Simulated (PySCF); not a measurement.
**What a change does: NMR shielding calculation on C3H9AlO**

System: C3H9AlO, SMILES C[CH2][AlH][O]C.
Method of run A: GIAO PBE0/STO-3G NMR shielding, non-relativistic, gas phase (PySCF 2.14.0).

The geometry comes from this level: PBE0-D3(BJ)/def2-SVP. Text and figures count atoms from 1; the logs count them from 0 in places.

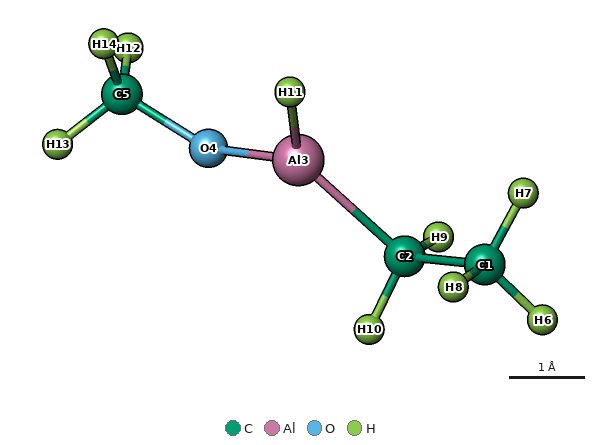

The structure as given in the input (ball-and-stick view, seen at a tilt; atoms are numbered from 1 in the order of the input). Sticks mark near contacts. Bond lengths as drawn: Al–C 1.96 Å, Al–H 1.59 Å, Al–O 1.70 Å, C–C 1.53 Å, C–H 1.10 to 1.11 Å and C–O 1.39 Å.

The input, run A:
```
{"job": {"kind": "nmr", "xc": "PBE0", "basis": "STO-3G", "pop": true}, "charge": 0, "multiplicity": 1}
C     -2.685076     0.268627    -0.079156
C     -1.340834    -0.129347    -0.689287
Al     0.233997     0.150957     0.435112
O      1.745190    -0.295841    -0.210047
C      3.078719    -0.279475     0.169535
H     -3.527233     0.080191    -0.765393
H     -2.896743    -0.285744     0.849548
H     -2.718603     1.339294     0.180912
H     -1.347714    -1.195992    -0.981737
H     -1.169788     0.411825    -1.638467
H      0.202323     0.760871     1.907391
H      3.497413    -1.302265     0.178466
H      3.683036     0.311166    -0.542289
H      3.238256     0.150364     1.177819
```

The first line tells a small driver script what to run in PySCF; the rest is the geometry in Å.

Launched with:
```bash
OMP_NUM_THREADS=1 python <driver script> task.json out
```

Hardware: 1 CPU thread, shared host.

Output (run A):
```
coarse grid: 11552 points
cycle   1  E = -431.6240013254  dE =  7.999e-02  |g| = 6.093e-01  |ddm| = 4.313e+00
cycle   2  E = -431.3520670757  dE =  2.719e-01  |g| = 1.196e+00  |ddm| = 2.275e+00
cycle   3  E = -431.7535683125  dE = -4.015e-01  |g| = 9.905e-02  |ddm| = 1.506e+00
cycle   4  E = -431.7563623015  dE = -2.794e-03  |g| = 4.092e-02  |ddm| = 1.968e-01
cycle   5  E = -431.7569071059  dE = -5.448e-04  |g| = 4.134e-03  |ddm| = 6.120e-02
cycle   6  E = -431.7569131877  dE = -6.082e-06  |g| = 1.366e-03  |ddm| = 8.335e-03
final grid: 105072 points
cycle   7  E = -431.7225672236  dE = -3.975e-06  |g| = 5.986e-03  |ddm| = 1.667e-02
cycle   8  E = -431.7225647258  dE =  2.498e-06  |g| = 6.584e-03  |ddm| = 1.613e-02
cycle   9  E = -431.7225780147  dE = -1.329e-05  |g| = 5.765e-04  |ddm| = 9.005e-03
cycle  10  E = -431.7225781309  dE = -1.163e-07  |g| = 3.197e-05  |ddm| = 8.764e-04
cycle  11  E = -431.7225781312  dE = -2.857e-10  |g| = 1.671e-05  |ddm| = 7.332e-05
converged SCF energy = -431.7225781312

GIAO shielding tensors (ppm)
atom      isotropic    diamagn.    paramagn.     s11        s22        s33       span
  0 C      215.652     241.102     -25.449    207.688    211.794    227.475     19.788
  1 C      227.472     248.132     -20.661    216.138    229.084    237.192     21.054
  2 Al     384.058     784.836    -400.779    333.450    393.826    424.896     91.446
  3 O      346.003     387.105     -41.103    175.177    381.615    481.215    306.038
  4 C      186.958     243.419     -56.461    164.915    166.466    229.494     64.580
  5 H       31.865      27.703       4.162     26.782     28.592     40.221     13.439
  6 H       32.071      29.803       2.268     27.338     29.427     39.448     12.110
  7 H       32.062      29.792       2.270     27.343     29.404     39.439     12.096
  8 H       32.618      32.302       0.315     26.882     30.517     40.455     13.573
  9 H       32.626      32.298       0.328     26.890     30.508     40.480     13.590
 10 H       29.982      33.479      -3.497     27.066     28.460     34.420      7.354
 11 H       30.564      28.949       1.615     26.622     27.780     37.289     10.667
 12 H       30.568      28.959       1.609     26.634     27.774     37.296     10.662
 13 H       30.800      29.963       0.837     27.252     28.736     36.411      9.159
```

For run B the input was changed thus:
```diff
-"basis": "STO-3G"
+"basis": "6-311+G(2d,p)"
```

What does this change do to the results?

The total energy of run B is 3399.5 kcal/mol lower, which measures the change of basis and not a stability. The HOMO goes from −3.69 to −7.51 eV. The LUMO goes from 5.15 to −0.67 eV. The dipole moment goes from 0.46 to 0.11 D. Of all shieldings, the largest change is that of O4, by −83.5 ppm. Diffuse functions give room to the loosely bound empty orbitals, which lowers the LUMO. The SCF takes 14 iterations against 11. The basis functions go from 38 to 197.

Output (run B):
```
coarse grid: 11552 points
cycle   1  E = -437.0104289647  dE =  1.736e-01  |g| = 8.000e-01  |ddm| = 2.896e+00
cycle   2  E = -436.7063259439  dE =  3.041e-01  |g| = 1.461e+00  |ddm| = 2.648e+00
cycle   3  E = -437.1333354865  dE = -4.270e-01  |g| = 1.562e-01  |ddm| = 2.256e+00
cycle   4  E = -437.1376363077  dE = -4.301e-03  |g| = 7.095e-02  |ddm| = 1.640e-01
cycle   5  E = -437.1388862572  dE = -1.250e-03  |g| = 7.842e-03  |ddm| = 6.580e-02
cycle   6  E = -437.1388998743  dE = -1.362e-05  |g| = 2.123e-03  |ddm| = 8.840e-03
cycle   7  E = -437.1389008399  dE = -9.657e-07  |g| = 7.329e-04  |ddm| = 1.976e-03
final grid: 105072 points
cycle   8  E = -437.1399341382  dE = -3.566e-05  |g| = 1.026e-02  |ddm| = 3.965e-02
cycle   9  E = -437.1399117900  dE =  2.235e-05  |g| = 1.487e-02  |ddm| = 1.531e-02
cycle  10  E = -437.1399544946  dE = -4.270e-05  |g| = 1.733e-03  |ddm| = 1.001e-02
cycle  11  E = -437.1399551001  dE = -6.055e-07  |g| = 2.128e-04  |ddm| = 1.384e-03
cycle  12  E = -437.1399551105  dE = -1.036e-08  |g| = 6.820e-05  |ddm| = 2.390e-04
cycle  13  E = -437.1399551115  dE = -1.017e-09  |g| = 2.248e-05  |ddm| = 6.664e-05
cycle  14  E = -437.1399551116  dE = -1.218e-10  |g| = 3.036e-06  |ddm| = 2.003e-05
converged SCF energy = -437.1399551116

GIAO shielding tensors (ppm)
atom      isotropic    diamagn.    paramagn.     s11        s22        s33       span
  0 C      178.267     239.477     -61.210    171.133    174.537    189.130     17.997
  1 C      185.451     246.705     -61.254    177.369    183.556    195.427     18.058
  2 Al     364.434     794.085    -429.651    294.131    337.707    461.465    167.334
  3 O      262.548     402.948    -140.400    141.027    299.655    346.961    205.933
  4 C      133.645     235.649    -102.003    104.773    110.312    185.851     81.078
  5 H       30.227      27.888       2.338     25.452     28.153     37.075     11.622
  6 H       30.616      28.695       1.921     26.389     28.740     36.717     10.328
  7 H       30.612      28.695       1.917     26.394     28.726     36.716     10.322
  8 H       31.326      31.499      -0.173     26.591     30.603     36.782     10.191
  9 H       31.328      31.491      -0.163     26.594     30.596     36.794     10.201
 10 H       26.453      28.619      -2.166     23.290     24.873     31.196      7.906
 11 H       27.737      28.019      -0.283     23.693     25.618     33.900     10.207
 12 H       27.741      28.024      -0.283     23.702     25.625     33.896     10.194
 13 H       27.494      27.071       0.424     23.717     25.530     33.235      9.518
```

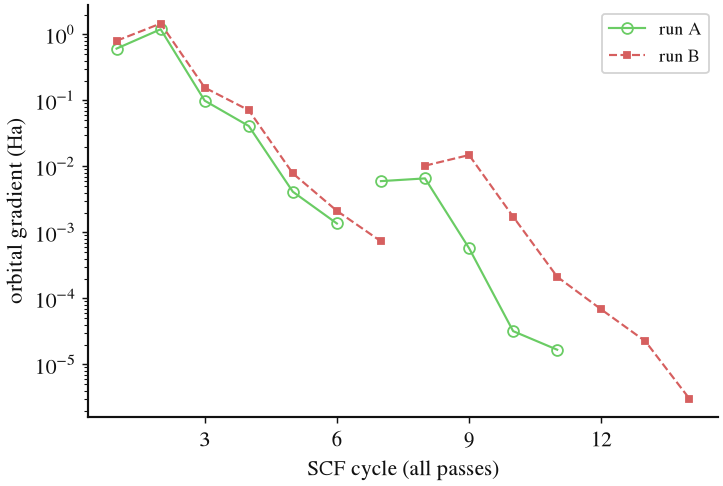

Convergence of the two runs: orbital gradient against the SCF cycle. A break in a curve parts two SCF passes (coarse and final grid). Run A takes 11 cycles in all, and run B takes 14.

The two runs side by side:

| quantity | run A | run B |
| --- | --- | --- |
| outcome | converged | converged |
| total energy (hartree) | −431.722578 | −437.139955 |
| HOMO (eV) | −3.69 | −7.51 |
| LUMO (eV) | 5.15 | −0.67 |
| dipole moment (D) | 0.46 | 0.11 |
| shielding of C1 (ppm) | 215.7 | 178.3 |
| shielding of C2 (ppm) | 227.5 | 185.5 |
| shielding of Al3 (ppm) | 384.1 | 364.4 |
| shielding of O4 (ppm) | 346.0 | 262.5 |
| shielding of C5 (ppm) | 187.0 | 133.6 |
| shielding of H11 (ppm) | 30.0 | 26.5 |
| shielding of H14 (ppm) | 30.8 | 27.5 |
| SCF iterations | 11 | 14 |
| basis functions | 38 | 197 |
| wall time (shared host) | 2.9 s | 21 s |
